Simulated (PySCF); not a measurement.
# C6H7BGe: what the fields show

```xyz
15

B     3.6929   -0.6736    0.3608
C     2.2218   -0.8048    0.1644
C     1.0214   -0.9325   -0.0009
C    -0.3519   -1.1017   -0.1996
C    -1.2261   -0.0859   -0.0218
Ge   -0.6139    1.6983    0.5346
C    -2.5990   -0.2793   -0.2336
C    -3.7819   -0.4178   -0.4087
H     4.1422    0.3348    0.7491
H     4.3846   -1.5879    0.1227
H    -0.6934   -2.0857   -0.5061
H     0.0742    1.6310    1.8577
H    -1.8036    2.5982    0.6454
H     0.3390    2.2674   -0.4639
H    -4.8108   -0.5526   -0.5645
```

Geometry: GFN2-xTB.

Theory: CAM-B3LYP/def2-SVPD, SCF density, gas phase in PySCF.

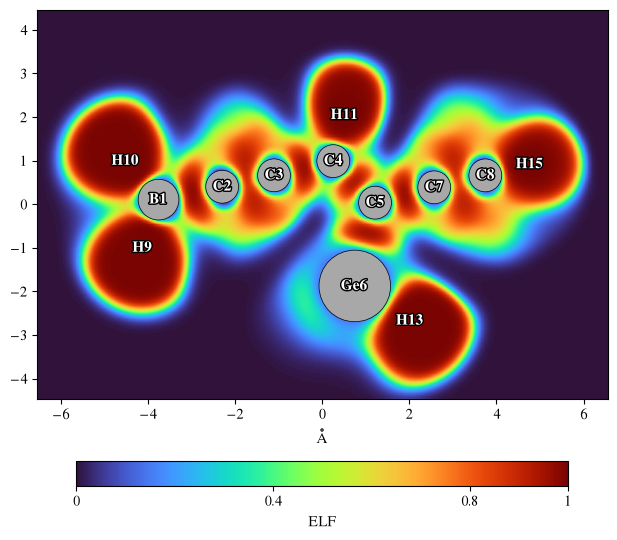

Figure 1. Electron localisation function on the plane of atoms C5, C4 and H11. Grey discs cover the atomic cores.

### Describe what can be read from this map.

- Atoms in the plane: B, C, Ge and H.
- C–C (1.20 Å): the ELF peaks at about 0.85 between the atoms; a multiple bond.
- C–B (1.49 Å): the ELF peaks at about 1 between the atoms (a covalent bond).
- C–Ge (1.97 Å): the ELF peaks at about 0.95 in the valence shell of C, 0.7 Å from its nucleus, and is about 0.70 at the midpoint.
- C–H (1.05 Å): the ELF climbs to about 1 towards the hydrogen, as it does in any bond to H: a covalent bond by its length.
- C–C (1.35 Å): the ELF peaks at about 0.95 between the atoms, as expected for localised, covalent bonding.

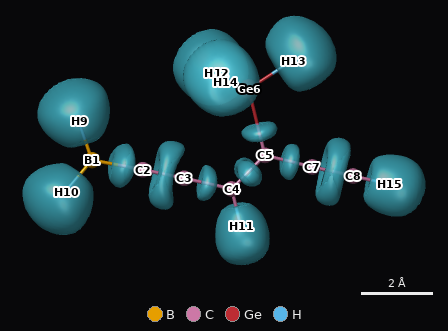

Figure 2. Isosurface of the electron localisation function at 0.8 (cyan), seen across its widest extent. Core shells and regions of very low density are left out.

### Identify the bonds, lone pairs and shells in this picture.

At this value the surface marks out one region between bonded B–C atoms (shared pairs), five regions between bonded C–C atoms (shared pairs), seven regions around hydrogen nuclei and one lobe of the valence shell of C pointing towards Ge (polar bonds).

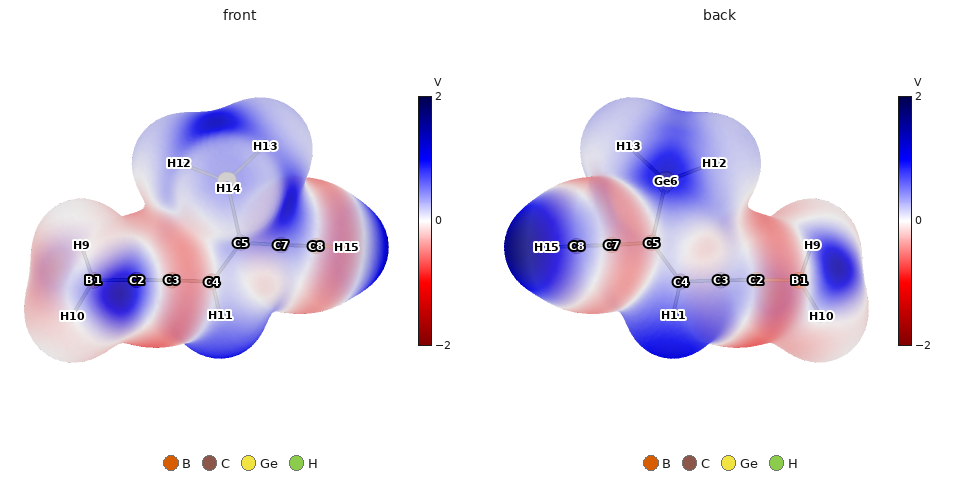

Figure 3. The molecular electrostatic potential painted on the density surface at 0.002 e/bohr³, seen from the front and from behind; the colour scale runs from red (negative) to blue (positive).

### Describe the electrostatic potential map.

The most negative region (about −0.6 V, or −14 kcal/mol for a unit charge) lies over C2 and C3, the most positive (about +1.7 V, or +39 kcal/mol for a unit charge) over H15.

### What dipole moment does the calculation give?

Its dipole moment is 1.82 D.
